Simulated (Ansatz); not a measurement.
Consider NaI in the rock salt structure (space group Fm-3m, No. 225; a = 6.528 Å).

Now apply this change: the cell is scaled by 1.0200 in all directions; the atoms relax in the strained cell.

The values are results of PBE, PAW, 420 eV (Ansatz, a program for electronic structure; spin-orbit coupling left out), not measurements.

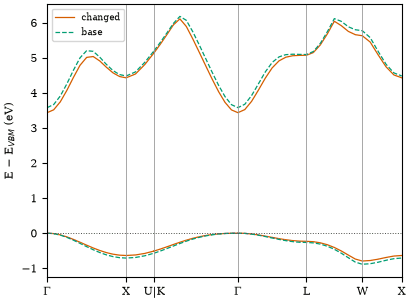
*Highest valence and lowest conduction band along the path, each from its own valence-band maximum*

Q: From the figure, how large is the changed gap, and is it direct?

A: About 3.4 eV, direct at Γ.

Spin-orbit coupling, missing from the scalar runs, can matter with I. Whether these cells are dynamically stable was not tested.
